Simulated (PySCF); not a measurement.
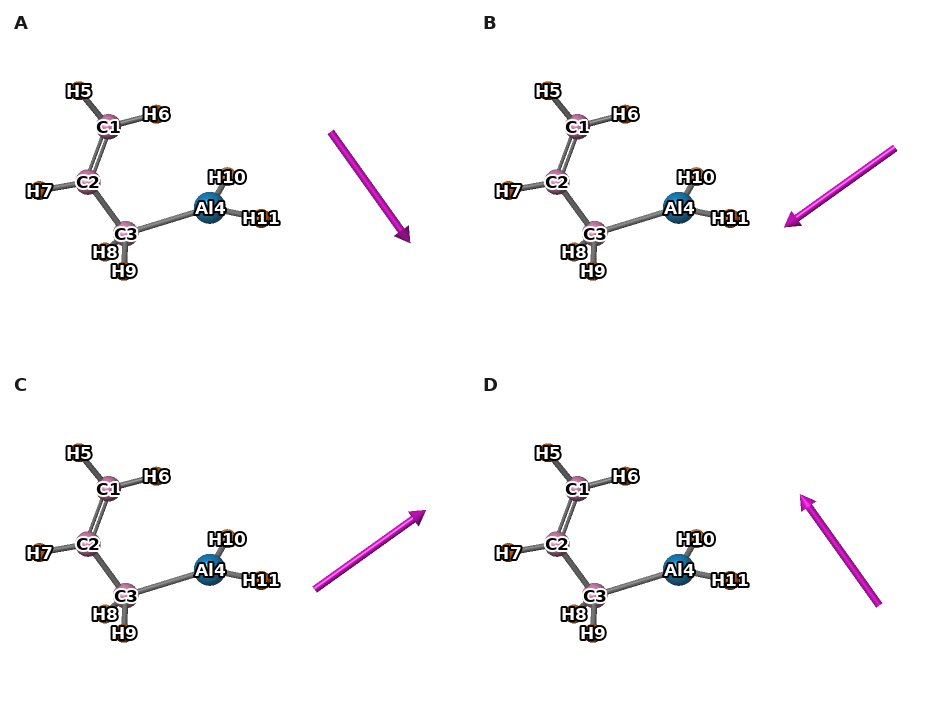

The same molecule four times, each with an arrow. The geometry was computed by an optimisation with PBE0-D3(BJ)/def2-SVP. No frequency run is at hand to confirm it as a minimum. Properties computed with HF/pcSseg-2, gas phase (PySCF 2.14.0).

Which arrow points along the dipole moment, from the negative to the positive end?

Answer. B. The dipole moment is 1.04 D; it points from the side of H10, H11 to the side of H7 (the outermost atoms at the two ends).
